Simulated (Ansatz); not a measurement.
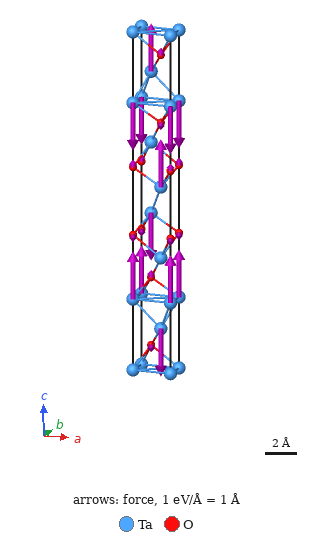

Starting geometry of crystalline Ta3O2 (built on the tetradymite_166 type) (coarse preliminary run) with the computed forces as purple arrows. Style: ball-and-stick. Shown: the conventional cell (3 times the calculation's cell), slightly off an axis. Lengths and directions refer to the drawn axes.

Case: anti-tetradymite type (R-3m, No. 166).

Theory: DFT PBE, scalar-relativistic, plane waves, PAW (Ansatz 0.2.0).

The input:
```yaml
crystal:
  lattice:
    - [1.6022776948, 0.9250754584, 7.4273698796]
    - [-1.6022776948, 0.9250754584, 7.4273698796]
    - [0.0, -1.8501509168, 7.4273698796]
  atoms:
    - { symbol: Ta, position: [0.0, 0.0, 0.0] }
    - { symbol: Ta, position: [0.2095, 0.2095, 0.2095] }
    - { symbol: Ta, position: [0.7905, 0.7905, 0.7905] }
    - { symbol: O, position: [0.4, 0.4, 0.4] }
    - { symbol: O, position: [0.6, 0.6, 0.6] }
basis:
  ecutwfc: 420
kpoints:
  mp_grid: { grid: [6, 6, 6] }
hamiltonian:
  xc: pbe
scf:
  occupations: { method: gaussian, width: 0.1 }
  lower_state_search: "off"
output:
  forces: true
  stress: true
  eigenvalues: true
relax:
  adjacent_minimum: "off"
  f_tol: 0.04
  max_steps: 70
  cell: { stress_tol: 0.4 }
```

Command:
```bash
ansatz run input.yaml --threads 1 --pin off --max-ram 2560MiB --backend cpu --events-out ev --progress --plain --runs-dir out
```

Q: What follows when this structure is relaxed?

A: It isn't relaxed: the largest force vector, on Ta atoms, is 3.15 eV/Å. The final displacements follow the starting forces only in part (cosine between the two patterns 0.61). The largest moves relative to the cell, 0.23 Å, are those of O4 and O5. O5 goes along +c. By element the largest moves are O 0.23 Å, Ta 0.12 Å. The drawn cell changes as follows: a = b 3.205 → 2.846 Å (−11.2 %), c 22.282 → 27.112 Å (+21.7 %); the volume changes by −4.0 %. Some distances before and after: Ta2–Ta3 2.658 → 3.052 Å, Ta1–Ta1 3.205 → 2.846 Å, Ta1–Ta2 3.322 → 3.626 Å, Ta1–O4 2.373 → 2.280 Å. Bond angles that change, for instance: Ta3–O4–Ta3 91.0° → 75.3°, Ta1–O4–Ta3 91.9° → 103.7°, Ta1–O4–Ta1 85.0° → 77.3°. The space group stays R-3m (No. 166). After 11 accepted moves (13 points after the start) the energy has fallen by 1.707 eV per cell of the calculation. The largest force component goes from 3.2 to 0.0068 eV/Å. Pressure: 1.01 GPa at the start and 0.06 GPa at the end. At 2 points the geometry stayed and the basis and grid were re-selected for the new cell (energy shift of 0.111 eV per cell of the calculation at most each time).
